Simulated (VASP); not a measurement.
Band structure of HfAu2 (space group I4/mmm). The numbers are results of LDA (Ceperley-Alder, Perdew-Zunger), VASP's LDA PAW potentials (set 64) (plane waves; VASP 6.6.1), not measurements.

Unless said otherwise, spin-orbit coupling is left out, though it shifts the bands of the heavy elements here.

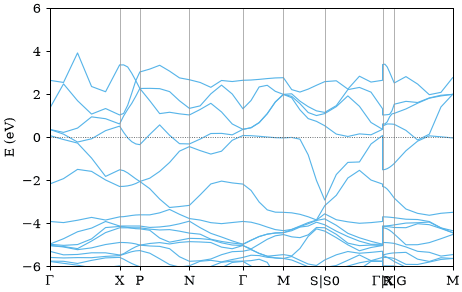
*Bands along high-symmetry lines, zero at the valence-band maximum or, without a gap, the Fermi level*

Q: Read the plot: is there a gap, and where are the band edges?

A: It has no gap at this level: it comes out as a metal or semimetal.

The structure was generated: HfAu2 was put into an ordered model structure, which need not be its known phase. The cell was not relaxed at this level. The k-mesh is coarse (spacing up to 0.35 per Å, 2π included), so the numbers may not be converged in it.
